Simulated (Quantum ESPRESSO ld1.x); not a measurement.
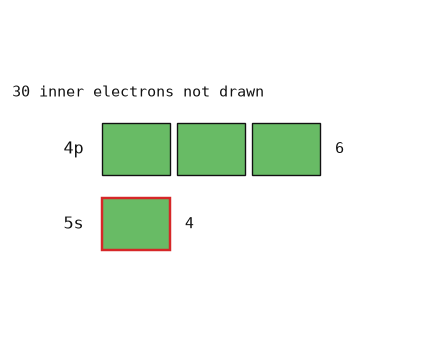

Figure 1. The outer shells as the input fills them: a box for each of the 2l + 1 orbitals, shaded by the share of the shell that is filled, with the electron count at the right; red boxes mark what can't be (5s).

**Atomic calculation, with input and output: Sr**

System: Sr, configuration typed as [Kr] 5s2 5s2.
Method: radial all-electron Kohn-Sham run of Quantum ESPRESSO ld1.x with rel=2, dft='PW' as typed.

## Input file
```
 &input
    zed=38.0,
    iswitch=1,
    rel=2,
    dft='PW',
    config='[Kr] 5s2 5s2',
    verbosity='high',
    lsmall=.true.,
    prefix='ld1',
    max_out_wfc=37,
    file_charge='ld1.rho',
 /
```

Hardware: 1 CPU thread, shared host.

Run as:
```bash
OMP_NUM_THREADS=1 ld1.x < ld1.in > ld1.out
```

## The program's output
```
     Program LD1 v.7.5 starts

 %%%%%%%%%%%%%%%%%%%%%%%%%%%%%%%%%%%%%%%%%%%%%%%%%%%%%%%%%%%%%%%%%%%%%%%%%%%%%%
     Error in routine el_config (9):
     occupation wrong
 %%%%%%%%%%%%%%%%%%%%%%%%%%%%%%%%%%%%%%%%%%%%%%%%%%%%%%%%%%%%%%%%%%%%%%%%%%%%%%

     stopping ...
```

## Outcome

- outcome: refused by the program

## Diagnosis

The input is odd on purpose: shell typed twice. The program refused the input: “Error in routine el_config (9): occupation wrong”.
